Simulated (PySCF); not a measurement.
C4H12NPSi2

Input

```
{"job": {"kind": "nmr", "xc": "PBE0", "basis": "pcSseg-1"}, "charge": 0, "multiplicity": 1}
C     -4.093430     1.651627    -0.139721
C     -2.847631     0.959470    -0.374788
C     -1.797707     0.400940    -0.578916
Si    -0.229604    -0.537431    -0.861509
P     -0.395171    -2.723461    -0.325635
C      1.155934     0.163877     0.260359
N      2.389864    -0.544248    -0.002266
Si     3.945196     0.160385     0.161575
H     -4.922573     0.944873    -0.166770
H     -4.071281     2.136231     0.836160
H     -4.247633     2.408961    -0.907992
H      0.147672    -0.450818    -2.278859
H     -1.605456    -2.908786    -0.967054
H     -1.014006    -2.500538     0.893976
H      1.319409     1.218438     0.040516
H      0.875377     0.105543     1.321622
H      2.286904    -1.538302     0.146360
H      4.335912     0.529671     1.533740
H      3.902829     1.384256    -0.642086
H      4.860245    -0.850009    -0.361443
```

Command:

```sh
OMP_NUM_THREADS=1 python probes_run.py task.json out
```

Geometry: GFN2-xTB.

Method: PySCF, PBE0/pcSseg-1, SCF density, gas phase, non-relativistic.

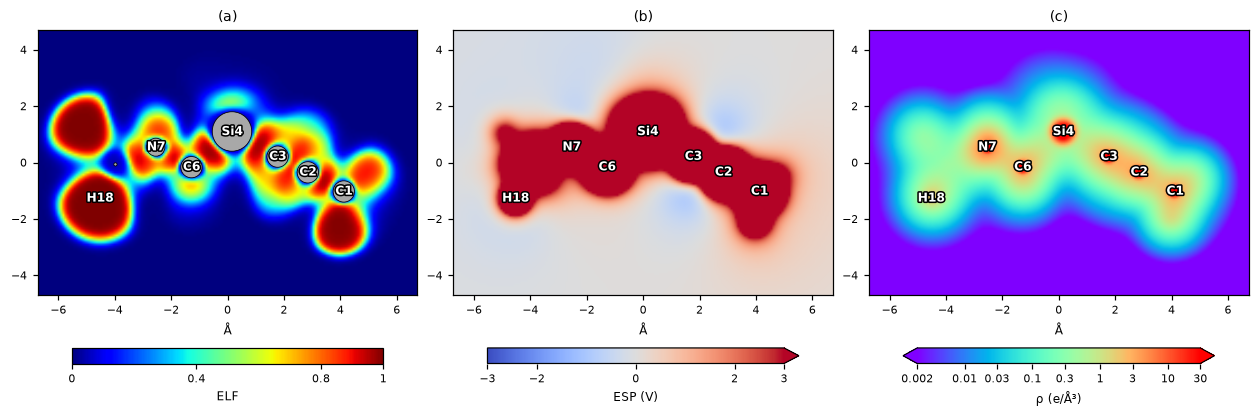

Figure 1. (a) ELF; (b) electrostatic potential; (c) total electron density on the plane of atoms Si4, C6 and N7. Grey discs cover the atomic cores in the ELF map.

Question: Read the bonding off the picture.

Answer: The section cuts through C, Si, N and H sites. C–C (1.21 Å): the density is about 2.7 e/Å³ at the midpoint; the ELF peaks at about 0.85 between the atoms (a short, multiple covalent bond). C–N (1.45 Å): ρ at the midpoint is about 1.9 e/Å³; the ELF peaks at about 0.90 between the atoms, as expected for localised, covalent bonding. C–Si (1.85 Å): ρ is about 0.92 e/Å³ halfway; the ELF peaks at about 0.95 between the atoms, as expected for localised, covalent bonding. C–Si (1.92 Å): ρ at the midpoint is about 0.92 e/Å³; the ELF peaks at about 0.95 between the atoms, as expected for a shared electron pair. Outside the dense part of the molecule the potential is most negative (−0.8 V) near C3.

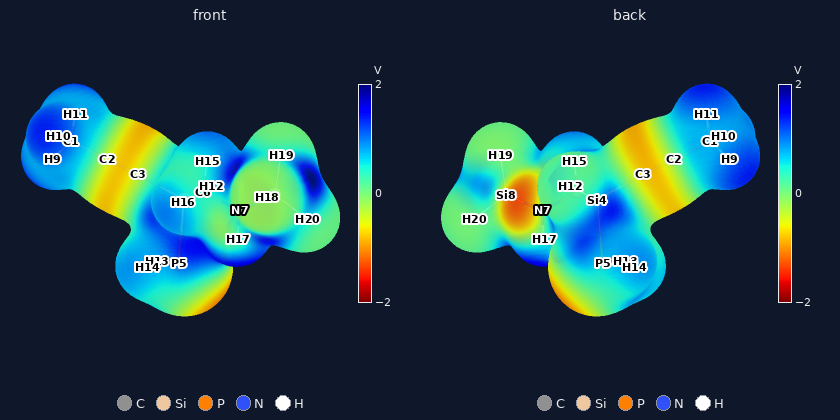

Figure 2. The molecular electrostatic potential painted on the density surface at 0.004 e/bohr³, seen from the front and from behind; red is negative and blue positive.

Question: Which sites attract a positive test charge, and which a negative one?

Answer: A positive charge is drawn to the negative regions and a negative charge to the positive ones. The most negative region (about −1.2 V, or −28 kcal/mol for a unit charge) lies over N7, the most positive (about +1.8 V, or +42 kcal/mol for a unit charge) over Si8 and H17. N7 is the likeliest acceptor of a hydrogen bond.
